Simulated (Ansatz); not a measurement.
# A defect in a wire: Rh wire along [110], 3 atoms a period, divacancy of Rh and Rh, part 2 of 3

Aim: how much does this defect scatter, and at which energies?

Ansatz 0.2.0; DFT PBE, plane waves, PAW; relaxation of a wire's period (the session's first sound run).

So far. Step 2 (Relaxing the period): The cell's length comes to 2.510 Å with no moment.

**3. The perfect wire**

This step: DFT PBE, plane waves, PAW; channels and complex bands of a perfect wire (Ansatz 0.2.0).

At the relaxed period the Bloch states of the perfect wire are found at each energy: those that move forward count the open channels, and those that decay describe how a disturbance dies away inside the wire itself. An energy step of 0.035 eV is under the 0.039 eV that the program asks for its thermal average at 300 K.

input.yaml

```yaml
crystal:
  lattice:
    - [8.715, 0.0, 0.0]
    - [0.0, 9.508, 0.0]
    - [0.0, 0.0, 2.5104755468]
  atoms:
    - { symbol: Rh, position: [0.38920923, 0.37276847, 0.0] }
    - { symbol: Rh, position: [0.611713495, 0.500011515, 0.5] }
    - { symbol: Rh, position: [0.38920923, 0.62725456, 0.0] }
kpoints:
  mp_grid: { grid: [1, 1, 32] }
scf:
  occupations: { method: fermi_dirac, width: 0.05 }
hamiltonian:
  xc: pbe
output:
  transmission:
    e_range: [-1.26, 1.26]
    de: 0.035
    kmesh: [1, 1]
    reduced_basis: true
    leads: [[0, 0]]
basis:
  ecutwfc: "350 eV"
```

Started as:

```bash
ansatz run input.yaml --threads 4 --pin off --max-ram 16384MiB --backend cpu --events-out ev --progress --plain --runs-dir out
```

Numbers of over 12 decimals in the logs are rounded to 6 here.

The program printed:

```text
Warning: basis.ecutwfc = 350 eV is below the records' recommended 420 eV, and the density's cutoff is lower with it unless basis.ecutrho_ratio is high enough to keep the records' density cutoff: compare with a run at a higher cutoff
[...]
Crystal: 3 atoms, lattice volume = 208.024 Å³
Basis set: ecut = 350 eV, 3065 PW (Γ)
Bands: 31, of which v1, the nominal top of the filled ones, is band 26 counted from 1 (25 counted from 0)
Symmetry: 4 space group operations
[...]
k-points: 17 of 32
[...]
SCF iter   1: F=—  HF=-19202.807270 eV  |F-HF|=—  |Δ(HF+E_count)|=         —  Δρ=1.05e-2  dr2=1.10e-1  ethr=1.77e-3  ⟨swp⟩=7.1  Hψ=2200  notcnv=0
[...]
SCF iter   8: F=-19202.806503 eV  HF=-19202.806503 eV  |F-HF|=1.26e-9  |Δ(HF+E_count)|=   7.01e-8  Δρ=2.78e-6  dr2=1.18e-8  ethr=1.96e-10  ⟨swp⟩=4.3  Hψ=1313  notcnv=0
SCF 1 converged in 8 iterations: F = -19202.806503 eV  dr2 = 1.18e-8
[...]
transmission: 3 of 18 steps passed
transmission: 6 of 18 steps passed
[...]
transmission: 18 of 18 steps passed
SCF converged after 8 iterations
Free energy (F): -19202.806503 eV
[...]
Internal energy: -19202.759509 eV  (E = F + TS)
E sigma→0 (E₀):  -19202.783006 eV
Entropy (-TS):   -0.046994 eV (-15.665 meV/atom)
Fermi energy:    0.821704 eV
[...]
--- Band table (eV; the first three rows and the last of 17) ---
  k-point 0: bands = [... 22 lower, 0.3697, 0.5581, 0.6205, 1.1190, 1.1723, 1.5703, 1.7381, 1.8290, ... 1 higher]
  k-point 1: bands = [... 22 lower, 0.2324, 0.5525, 0.6648, 1.0936, 1.2461, 1.5971, 1.6771, 1.7314, ... 1 higher]
  k-point 2: bands = [... 22 lower, 0.0301, 0.4185, 0.7806, 1.0354, 1.3959, 1.5152, 1.5265, 1.6769, ... 1 higher]
  k-point 16: bands = [... 22 lower, 0.6248, 0.6592, 0.9627, 1.1589, 2.1549, 4.7094, 5.5808, 6.9348, ... 1 higher]
--- Transmission ---
  basis      : 611 plane waves across, 3 finite elements along
  points     : 1, standing for a mesh of 1 x 1
  filling    : by the input's occupations and mesh, since the crystals that have channels conduct as metals do. If one of these is a semiconductor, that mesh has misplaced its level
  energies   : 73 from -1.260000 to 1.260000 eV about the Fermi level, 0.035000 eV apart; the leads are filled to 0.000000 eV, and channels, transmission and decay are at 0.000000 eV
  crystal 0  : Rh3, at the sites [0, 0], period 2.5105 Å: whole cells are its period
    offset         : up to 0.0000 Å between an atom of the period and one for which it stands
    filled         : 8.9 meV over the level at which it is neutral
    channels       : 5.000000e0 a spin
    conductance    : 5.2372e14 S/m² at 300 K; may be off by some 0.0 % by where its bands' edges are placed, 2.8 % from the distance to neutral
```

Run time: 55 s. Hardware: 4 threads of Arm Neoverse V1, shared host; peak memory 0.86 GiB; 3.3 min of CPU time.

Numbers from this step:

| Item | Value |
| --- | --- |
| energy at zero smearing | -19202.7830 eV |
| channels at the energy nearest the Fermi level, one spin | 5 |
| conductance of the lead as this run defines it | 5.601 G₀ |
| band gap | 0 eV |

Table of open channels of the lead, one spin by energy, zero at the Fermi level:

| energy (eV) | open channels of the lead, one spin |
| --- | --- |
| -1.190 | 4 |
| -1.085 | 4 |
| -1.015 | 6 |
| -0.910 | 6 |
| -0.805 | 4 |
| -0.700 | 4 |
| -0.595 | 7 |
| -0.490 | 9 |
| -0.385 | 8 |
| -0.315 | 8 |
| -0.210 | 10 |
| -0.105 | 7 |
| 0.000 | 5 |
| 0.105 | 5 |
| 0.210 | 6 |
| 0.315 | 5 |
| 0.385 | 5 |
| 0.490 | 5 |
| 0.595 | 3 |
| 0.700 | 5 |
| 0.805 | 6 |
| 0.910 | 6 |
| 1.015 | 4 |
| 1.085 | 4 |
| 1.190 | 4 |

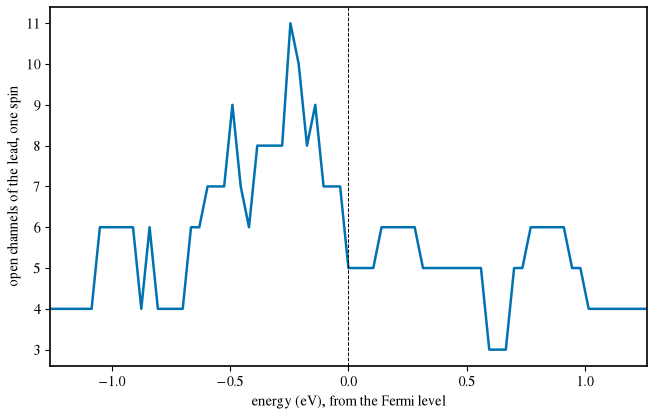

Open channels of the lead, one spin against energy.

The slowest values at each energy, most degenerate partners merged, listed up to 1.5 1/Å. The Im kz of the slowest decaying states by energy, zero at the Fermi level:

| energy (eV) | decay 1 (Å⁻¹) | decay 2 (Å⁻¹) | decay 3 (Å⁻¹) | decay 4 (Å⁻¹) |
| --- | --- | --- | --- | --- |
| -1.190 | 0.0528 | 0.0873 | 0.140 | 0.299 |
| -1.015 | 0.109 | 0.223 | 0.256 | 0.266 |
| -0.805 | 0.103 | 0.123 | 0.150 | 0.209 |
| -0.595 | 0.104 | 0.156 | 0.239 | 0.379 |
| -0.385 | 0.0355 | 0.187 | 0.302 | 0.310 |
| -0.210 | 0.0459 | 0.297 | 0.494 | 0.680 |
| 0.000 | 0.0373 | 0.0997 | 0.200 | 0.235 |
| 0.210 | 0.0866 | 0.0889 | 0.284 | 0.293 |
| 0.385 | 0.0868 | 0.134 | 0.189 | 0.298 |
| 0.595 | 0.0130 | 0.170 | 0.195 | 0.305 |
| 0.805 | 0.260 | 0.313 | 0.341 | 0.417 |
| 1.015 | 0.0225 | 0.0953 | 0.312 | 0.317 |
| 1.190 | 0.0931 | 0.150 | 0.318 | 0.350 |

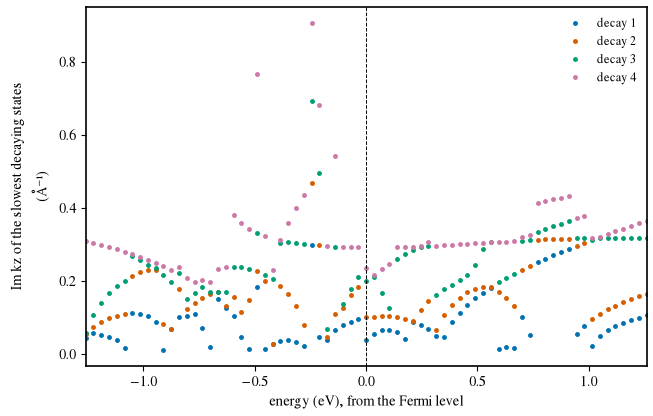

Im kz of the slowest decaying states, plotted against energy.

By hand: the program gives 5.2372 × 10^14 S/m² over the cell's cross-section of 82.86 Å² = 8.286 × 10^-19 m², so one cell conducts 4.340 × 10^-4 S. Divided by G0 = 2e²/h = 7.748 × 10^-5 S this is 5.60 G0, a resistance of 2.30 kΩ.

At the computed energy nearest the Fermi level there are 5 channels a spin, and the thermal average gives 5.60 G₀.

**4. Relaxation of the scattering region**

This step: DFT PBE, plane waves, PAW; relaxation of a junction in a wire, ends held (Ansatz 0.2.0).

System of this step: Rh wire along [110], 3 atoms a period, divacancy of Rh and Rh. The cell holds 25 atoms: 25 Rh. Its edges and angles: a = 8.715 Å, b = 9.508 Å, c = 22.594 Å, α = 90.0°, β = 90.0°, γ = 90.0°. Regions: held atoms, 18 atoms (18 Rh); free atoms, 7 atoms (7 Rh). Vacuum lies along a and b. The structure's axis is c.

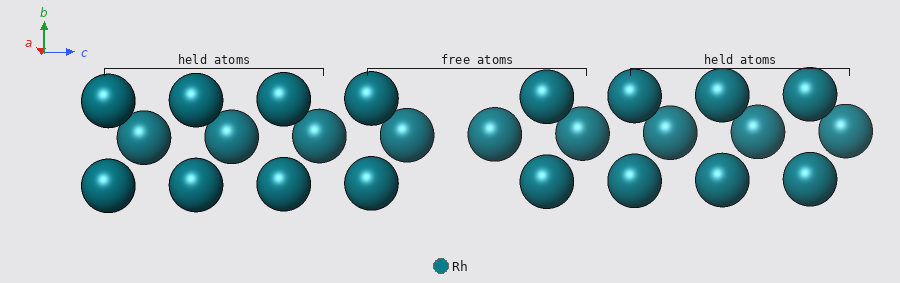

The cell of this step (rhodium blue).

7 atoms at the defect are free to relax, while 18 stay where the perfect wire has them, so that the ends still repeat as a lead. The cutoff is set under the files' recommended one to save time.

input.yaml

```yaml
crystal:
  lattice:
    - [8.715, 0.0, 0.0]
    - [0.0, 9.508, 0.0]
    - [0.0, 0.0, 22.5942799215]
  atoms:
    - { symbol: Rh, position: [0.38920923, 0.37276847, 0.0] }
    - { symbol: Rh, position: [0.611713495, 0.500011515, 0.055555556] }
    - { symbol: Rh, position: [0.38920923, 0.62725456, 0.0] }
    - { symbol: Rh, position: [0.38920923, 0.37276847, 0.111111111] }
    - { symbol: Rh, position: [0.611713495, 0.500011515, 0.166666667] }
    - { symbol: Rh, position: [0.38920923, 0.62725456, 0.111111111] }
    - { symbol: Rh, position: [0.38920923, 0.37276847, 0.222222222] }
    - { symbol: Rh, position: [0.611713495, 0.500011515, 0.277777778] }
    - { symbol: Rh, position: [0.38920923, 0.62725456, 0.222222222] }
    - { symbol: Rh, position: [0.38920923, 0.37276847, 0.333333333] }
    - { symbol: Rh, position: [0.611713495, 0.500011515, 0.388888889] }
    - { symbol: Rh, position: [0.38920923, 0.62725456, 0.333333333] }
    - { symbol: Rh, position: [0.611713495, 0.500011515, 0.5] }
    - { symbol: Rh, position: [0.38920923, 0.37276847, 0.555555556] }
    - { symbol: Rh, position: [0.611713495, 0.500011515, 0.611111111] }
    - { symbol: Rh, position: [0.38920923, 0.62725456, 0.555555556] }
    - { symbol: Rh, position: [0.38920923, 0.37276847, 0.666666667] }
    - { symbol: Rh, position: [0.611713495, 0.500011515, 0.722222222] }
    - { symbol: Rh, position: [0.38920923, 0.62725456, 0.666666667] }
    - { symbol: Rh, position: [0.38920923, 0.37276847, 0.777777778] }
    - { symbol: Rh, position: [0.611713495, 0.500011515, 0.833333333] }
    - { symbol: Rh, position: [0.38920923, 0.62725456, 0.777777778] }
    - { symbol: Rh, position: [0.38920923, 0.37276847, 0.888888889] }
    - { symbol: Rh, position: [0.611713495, 0.500011515, 0.944444444] }
    - { symbol: Rh, position: [0.38920923, 0.62725456, 0.888888889] }
kpoints:
  mp_grid: { grid: [1, 1, 2] }
scf:
  occupations: { method: fermi_dirac, width: 0.1 }
hamiltonian:
  xc: pbe
relax:
  constraints:
    - { sites: [0, 1, 2, 3, 4, 5, 6, 7, 8, 16, 17, 18, 19, 20, 21, 22, 23, 24] }
  f_tol: 0.06
  max_steps: 35
basis:
  ecutwfc: "350 eV"
```

The program printed:

```text
[...]
Warning: crystal.symmetry: narrowed to the stabiliser of the relax constraints — unitary ops 4 → 2; lowered at sites 7, 14 (the operations that carried what is held of a site onto what its image site leaves free; the constrained walk keeps no symmetry that its constraints do not admit)
[...]
Crystal: 25 atoms, lattice volume = 1872.212 Å³
Basis set: ecut = 350 eV, 27879 PW (Γ), exchange–correlation on 108×120×288 points (8 copies of the dense FFT grid, shifted against one another)
Bands: 255, of which v1, the nominal top of the filled ones, is band 213 counted from 1 (212 counted from 0)
Symmetry: 2 space group operations
k-points: 2
[...]
SCF iter   1: F=—  HF=-160021.519481 eV  |F-HF|=—  |Δ(HF+E_count)|=         —  Δρ=1.31e-2  dr2=6.28e0  ethr=1.77e-3  ⟨swp⟩=7.5  Hψ=1859  notcnv=0
[...]
SCF iter   7: F=-160021.291206 eV  HF=-160021.291230 eV  |F-HF|=2.49e-5  |Δ(HF+E_count)|=   2.34e-5  Δρ=3.92e-5  dr2=4.67e-5  ethr=2.12e-8  ⟨swp⟩=3.0  Hψ=1821  notcnv=0
SCF 1 converged in 7 iterations: F = -160021.291206 eV  dr2 = 4.67e-5
[...]
relax step   1: F+E_penalty+E_count = -160021.29120562 eV  Δ(F+E_penalty+E_count) = +0.000e0 eV  max|allowed force component| = 8.968e-1 eV/Å  Δτ_max = 0.0000 Å  (7 SCF iters, dr2 threshold 9.00e-5 eV, accepted)
[...]
SCF iter   7: F=-160021.456303 eV  HF=-160021.456326 eV  |F-HF|=2.32e-5  |Δ(HF+E_count)|=   7.25e-5  Δρ=3.85e-5  dr2=3.94e-5  ethr=1.18e-8  ⟨swp⟩=3.0  Hψ=1895  notcnv=0
SCF 2 converged in 7 iterations: F = -160021.456303 eV  dr2 = 3.94e-5
relax step   2: F+E_penalty+E_count = -160021.45630322 eV  Δ(F+E_penalty+E_count) = -1.651e-1 eV  max|allowed force component| = 5.050e-1 eV/Å  Δτ_max = 0.1816 Å  (7 SCF iters, dr2 threshold 5.03e-5 eV, accepted)
[...]
SCF iter   9: F=-160021.501506 eV  HF=-160021.501509 eV  |F-HF|=2.57e-6  |Δ(HF+E_count)|=   1.01e-5  Δρ=9.50e-6  dr2=2.76e-6  ethr=3.75e-9  ⟨swp⟩=4.0  Hψ=1390  notcnv=0
SCF 3 converged in 9 iterations: F = -160021.501506 eV  dr2 = 2.76e-6
[...]
relax step   3: F+E_penalty+E_count = -160021.50150611 eV  Δ(F+E_penalty+E_count) = -4.520e-2 eV  max|allowed force component| = 6.096e-1 eV/Å  Δτ_max = 0.1930 Å  (9 SCF iters, dr2 threshold 1.59e-5 eV, accepted)
[... from here on, the SCF cycles and remarks between the steps are left out ...]
relax step   4: F+E_penalty+E_count = -160021.56765308 eV  Δ(F+E_penalty+E_count) = -6.615e-2 eV  max|allowed force component| = 2.734e-1 eV/Å  Δτ_max = 0.1926 Å  (7 SCF iters, dr2 threshold 1.00e-4 eV, accepted)
relax step   5: F+E_penalty+E_count = -160021.64106670 eV  Δ(F+E_penalty+E_count) = -7.341e-2 eV  max|allowed force component| = 3.401e-1 eV/Å  Δτ_max = 0.1992 Å  (8 SCF iters, dr2 threshold 1.50e-5 eV, accepted)
relax step   6: F+E_penalty+E_count = -160021.70345952 eV  Δ(F+E_penalty+E_count) = -6.239e-2 eV  max|allowed force component| = 2.264e-1 eV/Å  Δτ_max = 0.1951 Å  (8 SCF iters, dr2 threshold 2.33e-5 eV, accepted)
relax step   7: F+E_penalty+E_count = -160021.75427883 eV  Δ(F+E_penalty+E_count) = -5.082e-2 eV  max|allowed force component| = 1.448e-1 eV/Å  Δτ_max = 0.1983 Å  (8 SCF iters, dr2 threshold 2.27e-5 eV, accepted)
relax step   8: F+E_penalty+E_count = -160021.78959729 eV  Δ(F+E_penalty+E_count) = -3.532e-2 eV  max|allowed force component| = 8.097e-2 eV/Å  Δτ_max = 0.1948 Å  (8 SCF iters, dr2 threshold 8.58e-6 eV, accepted)
relax step   9: F+E_penalty+E_count = -160021.80398657 eV  Δ(F+E_penalty+E_count) = -1.439e-2 eV  max|allowed force component| = 9.570e-2 eV/Å  Δτ_max = 0.2000 Å  (11 SCF iters, accepted)
relax step  10: F+E_penalty+E_count = -160021.80372737 eV  Δ(F+E_penalty+E_count) = +2.592e-4 eV  max|allowed force component| = 5.872e-2 eV/Å  Δτ_max = 0.0379 Å  (9 SCF iters, rejected (line search))
SCF iter   1: F=—  HF=-160021.806701 eV  |F-HF|=—  |Δ(HF+E_count)|=         —  Δρ=1.91e-3  dr2=3.37e-2  ethr=7.02e-5  ⟨swp⟩=3.0  Hψ=912  notcnv=0  defer=7
[...]
SCF iter   9: F=-160021.805830 eV  HF=-160021.805830 eV  |F-HF|=6.09e-8  |Δ(HF+E_count)|=   4.11e-8  Δρ=1.27e-6  dr2=4.79e-8  ethr=2.35e-11  ⟨swp⟩=3.0  Hψ=1869  notcnv=0
SCF 11 converged in 9 iterations: F = -160021.805830 eV  dr2 = 4.79e-8
relax step  11: F+E_penalty+E_count = -160021.80583040 eV  Δ(F+E_penalty+E_count) = -1.844e-3 eV  max|allowed force component| = 4.292e-2 eV/Å  Δτ_max = 0.0182 Å  (9 SCF iters, accepted)
SCF converged after 9 iterations
Free energy (F): -160021.805830 eV
[...]
Internal energy: -160019.821859 eV  (E = F + TS)
E sigma→0 (E₀):  -160020.813845 eV
Entropy (-TS):   -1.983971 eV (-79.359 meV/atom)
Fermi energy:    0.535362 eV
[...]
--- Forces (eV/Å), atoms counted from 1 ---
  atom   1  Rh    -0.08035361    -0.04328004     0.01205212
  atom   2  Rh     0.07112646     0.00000000     0.00316709
  atom   3  Rh    -0.08035361     0.04328004     0.01205212
  atom   4  Rh    -0.03216095     0.01759517     0.21305418
  atom   5  Rh     0.03572685     0.00000000    -0.11627599
  atom   6  Rh    -0.03216095    -0.01759517     0.21305418
  atom   7  Rh     0.07736886     0.16148484     0.22436041
  atom   8  Rh    -0.13122027     0.00000000     0.28416834
  atom   9  Rh     0.07736886    -0.16148484     0.22436041
  atom  10  Rh     0.00348093     0.00648163    -0.00015476
  atom  11  Rh     0.00062148     0.00000000    -0.00937814
  atom  12  Rh     0.00348093    -0.00648163    -0.00015476
  atom  13  Rh    -0.00429177     0.00000000     0.00934936
  atom  14  Rh     0.01792503     0.01601053     0.01651865
  atom  15  Rh    -0.04292453     0.00000000    -0.02523679
  atom  16  Rh     0.01792503    -0.01601053     0.01651865
  atom  17  Rh    -0.05632814     0.04965052    -0.05991169
  atom  18  Rh    -0.30841867     0.00000000    -0.08650564
  atom  19  Rh    -0.05632814    -0.04965052    -0.05991169
  atom  20  Rh     0.13774946     0.14406201    -0.41923363
  atom  21  Rh     0.14292120     0.00000000     0.07632410
  atom  22  Rh     0.13774946    -0.14406201    -0.41923363
  atom  23  Rh    -0.03079066    -0.04614958    -0.02450691
  atom  24  Rh     0.16263969     0.00000000    -0.05992180
  atom  25  Rh    -0.03079066     0.04614958    -0.02450691
  max |Σ_I F_I| component: 4.73e-5 eV/Å
--- Relaxed structure (11 steps of the walk, 10 accepted, 0 SCFs on fresh bases) ---
  F+E_penalty+E_count = -160021.80583040 eV   max|allowed force component| = 4.292e-2 eV/Å
  atoms:
    - { symbol: Rh, position: [0.389209, 0.37276847, -1.9999984585128417e-11] }
    - { symbol: Rh, position: [0.611713, 0.500012, 0.055556] }
    - { symbol: Rh, position: [0.389209, 0.627255, -1.9999984585128417e-11] }
    - { symbol: Rh, position: [0.389209, 0.37276847, 0.111111] }
    - { symbol: Rh, position: [0.611713, 0.500012, 0.166667] }
    - { symbol: Rh, position: [0.389209, 0.627255, 0.111111] }
    - { symbol: Rh, position: [0.389209, 0.37276847, 0.22222222198] }
    - { symbol: Rh, position: [0.611713, 0.500012, 0.27777777798] }
    - { symbol: Rh, position: [0.389209, 0.627255, 0.22222222198] }
    - { symbol: Rh, position: [0.395560, 0.372873, 0.335299] }
    - { symbol: Rh, position: [0.609398, 0.500012, 0.391294] }
    - { symbol: Rh, position: [0.395560, 0.627150, 0.335299] }
    - { symbol: Rh, position: [0.446574, 0.500012, 0.473543] }
    - { symbol: Rh, position: [0.332645, 0.367592, 0.558725] }
    - { symbol: Rh, position: [0.566143, 0.500012, 0.590636] }
    - { symbol: Rh, position: [0.332645, 0.632431, 0.558725] }
    - { symbol: Rh, position: [0.389209, 0.37276847, 0.66666666698] }
    - { symbol: Rh, position: [0.611713, 0.500012, 0.722222] }
    - { symbol: Rh, position: [0.389209, 0.627255, 0.66666666698] }
    - { symbol: Rh, position: [0.389209, 0.37276847, 0.77777777798] }
    - { symbol: Rh, position: [0.611713, 0.500012, 0.83333333298] }
    - { symbol: Rh, position: [0.389209, 0.627255, 0.77777777798] }
    - { symbol: Rh, position: [0.389209, 0.37276847, 0.888889] }
    - { symbol: Rh, position: [0.611713, 0.500012, 0.944444] }
    - { symbol: Rh, position: [0.389209, 0.627255, 0.888889] }
```

The job ended after 2.5 min (4 threads; peak memory 3 GiB; 9.9 min of CPU time).

Step by step:

| step | energy less that of the first step (eV) | largest force component (eV/Å) |
| --- | --- | --- |
| 1 | 0.0000 | 0.8968 |
| 2 | -0.1651 | 0.5050 |
| 3 | -0.2103 | 0.6096 |
| 4 | -0.2764 | 0.2734 |
| 5 | -0.3499 | 0.3401 |
| 6 | -0.4123 | 0.2264 |
| 7 | -0.4631 | 0.1448 |
| 8 | -0.4984 | 0.0810 |
| 9 | -0.5128 | 0.0957 |
| 10 | -0.5125 | 0.0587 |
| 11 | -0.5146 | 0.0429 |

Relaxation step 10 was tried and not accepted.

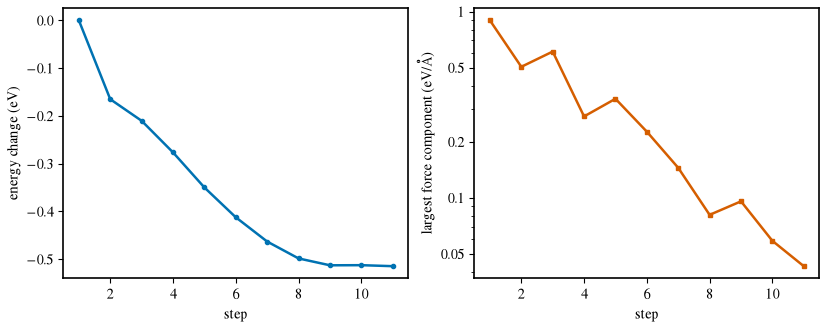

Energy and largest force along the relaxation.

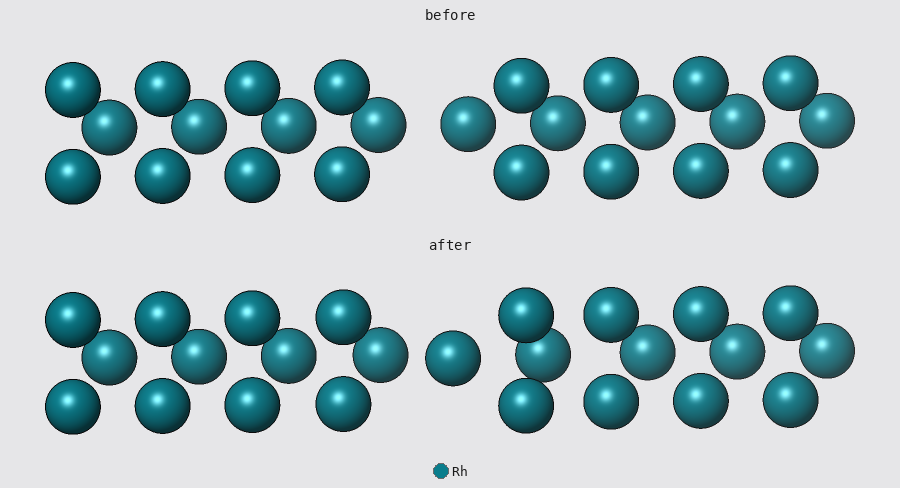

Before and after, at one scale.

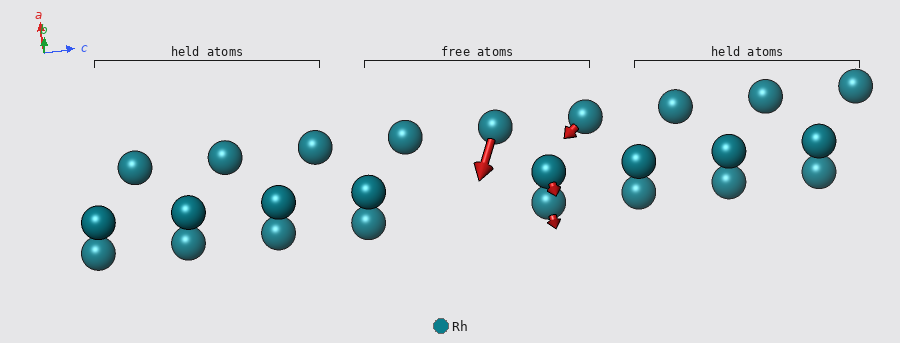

Displacements in the relaxation, scaled; the longest in the cell stands for 1.56 Å.

The atoms that moved most (Å):

| atom | dx | dy | dz | length |
| --- | --- | --- | --- | --- |
| Rh13 | -1.439 | 0.000 | -0.598 | 1.558 |
| Rh15 | -0.397 | 0.000 | -0.463 | 0.610 |
| Rh16 | -0.493 | 0.049 | 0.072 | 0.501 |
| Rh14 | -0.493 | -0.049 | 0.072 | 0.501 |
| Rh10 | 0.055 | 0.001 | 0.044 | 0.071 |
| Rh12 | 0.055 | -0.001 | 0.044 | 0.071 |
| Rh11 | -0.020 | 0.000 | 0.054 | 0.058 |

This step gave:

```
energy at zero smearing : -160020.8138 eV
```

The largest force component on a free atom ends at 0.043 eV/Å, under the limit of 0.06.  4 atoms of the wire itself, hydrogen apart, moved by over 0.45 Å, up to 1.56 Å.

(Continued in part 3 of 3.)

[Logs are printed without paths, hosts, clocks, repeated set-up lines and the standing remarks that a program may print on its own settings, such as how far it seeks lower states.]

[Hosts, paths, dates, database ids (printed as entryN), source tags and the programs' standing remarks are cut or masked in the printed files.]
